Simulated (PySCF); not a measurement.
SMILES N#Cc1ccsc1-c1ccccc1, singlet at its GFN2-xTB optimised geometry (Å):

```
20

N      2.7565     2.3992     0.0001
C      2.3566     1.3228    -0.0003
C      1.9808    -0.0304    -0.0001
C      2.9912    -1.0334    -0.0001
C      2.4801    -2.2854     0.0000
S      0.7615    -2.2854     0.0000
C      0.6969    -0.5479     0.0000
C     -0.5840     0.1289     0.0000
C     -1.7664    -0.6178     0.0002
C     -2.9975     0.0050     0.0002
C     -3.0785     1.3884     0.0001
C     -1.9157     2.1409    -0.0001
C     -0.6800     1.5233    -0.0001
H      4.0416    -0.8028    -0.0001
H      3.0060    -3.2192     0.0000
H     -1.7126    -1.6973     0.0003
H     -3.8982    -0.5907     0.0003
H     -4.0416     1.8761     0.0001
H     -1.9686     3.2192    -0.0002
H      0.2135     2.1258    -0.0003
```

Level of theory: PBE/def2-SVP in PySCF. Cells within 0.4 Å of a nucleus heavier than hydrogen are left out (blank, or x).

Map of the Laplacian of the electron density (e/bohr⁵), clipped to [-1.50, 1.50] on the plane z = 0.0 Å:

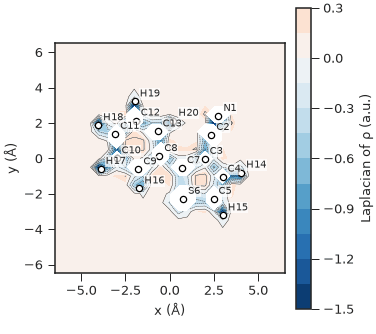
*Laplacian of the electron density (e/bohr⁵), clipped to [-1.50, 1.50] on the plane z = 0.0 Å.*
